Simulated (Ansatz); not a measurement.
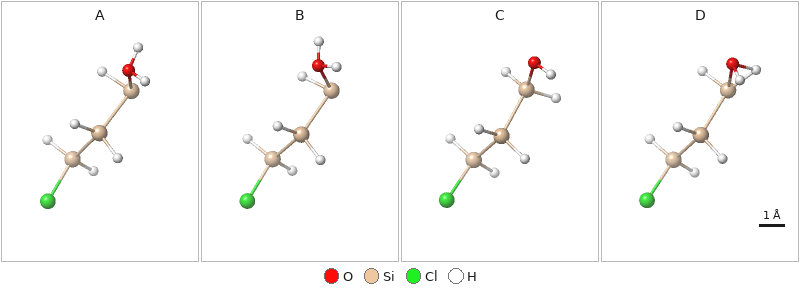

4 geometries from a converged minimum-energy path of Si3H7OCl, shuffled. A ball-and-stick model, seen from a free direction.

Computed with RKS B3LYP-D4/STO-3G in Ansatz 0.2.0. Run with 5 movable images; climbing image; force threshold 0.05 eV/Å; iteration limit 60; starting path through a guess of the saddle point.

One of them is the converged climbing image. Which?

D. In order along the path, whose images run from 0 to 6: C (image 1, +0.01 eV), D (image 3, +3.35 eV), A (image 5, +2.43 eV), B (image 6, +2.42 eV). A hydrogen atom shifts from one atom to another. Breaking: H–Si (1.45 → 2.51 Å). Forming: H–O (2.63 → 1.02 Å).

Limits of the set-up: STO-3G is a minimal basis, so the numbers are rough.

Cost: 4.3 min on 1 thread of Intel(R) Xeon(R) Processor @ 2.70GHz, on a shared host, peak memory 0.15 GiB.
